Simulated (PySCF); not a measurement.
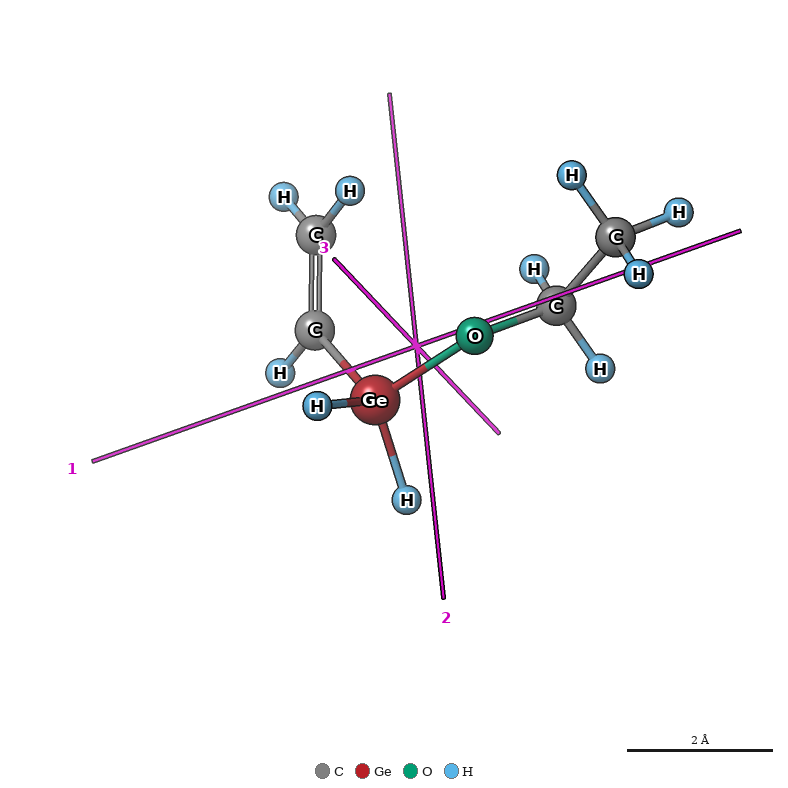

The three principal axes of inertia are drawn and numbered. Distant atoms are faded towards the background colour. The computed structure is the end point of a GFN2-xTB optimisation. No frequency run is at hand to confirm it as a minimum. Masses are those of the most abundant isotopes; constants are for the rigid equilibrium geometry.

**Which line is the a axis (least moment of inertia), which b and which c?**

a is line 1, b is line 2, c is line 3; the moments are 150, 344, 460 u Å².

**What kind of rotor is it, and what are its rotational constants in cm⁻¹?**

An asymmetric top (C1): A = 0.112, B = 0.0490, C = 0.0366 cm⁻¹. Ray's parameter κ is −0.67, nearer the prolate limit.
